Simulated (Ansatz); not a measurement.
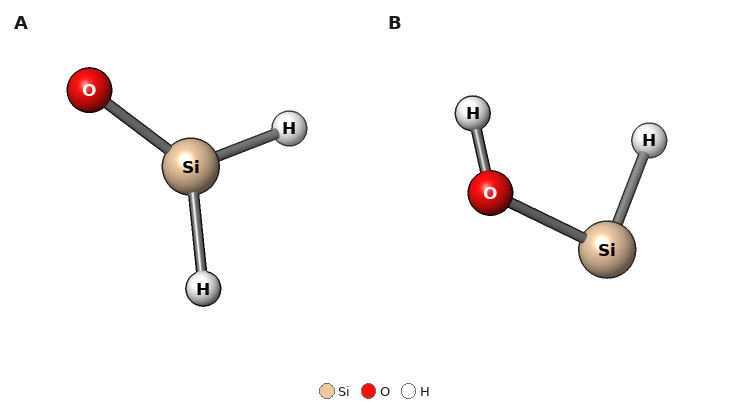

2 stationary structures of one formula. Geometries: PBE0-D4/def2-TZVP. Electronic energies: RHF-CCSD(T) (frozen core)/def2-TZVPP (Ansatz 0.2.0), without zero-point energy. No frequency run is at hand to confirm each as a minimum.

**Which structure is the most stable?**

B is lowest (Cs); A lies 6.5 kJ/mol above it (C2v, a minimum).

Give E(B) − E(A) in kJ/mol at these levels too: PBE0-D4/def2-TZVP; r2SCAN-D4/def2-TZVPP; RHF-CCSD(T) (frozen core)/def2-TZVPP; PBE-D4/def2-TZVPP; ωB97M-V/def2-TZVPP; B3LYP-D4/def2-TZVPP; PBE0-D4/def2-TZVPP.

| level | E(B) − E(A) (kJ/mol) |
| --- | --- |
| PBE0-D4/def2-TZVP | −6.1 |
| r2SCAN-D4/def2-TZVPP | +8.2 |
| RHF-CCSD(T) (frozen core)/def2-TZVPP | −6.5 |
| PBE-D4/def2-TZVPP | −0.3 |
| ωB97M-V/def2-TZVPP | −15.6 |
| B3LYP-D4/def2-TZVPP | −4.1 |
| PBE0-D4/def2-TZVPP | −9.3 |
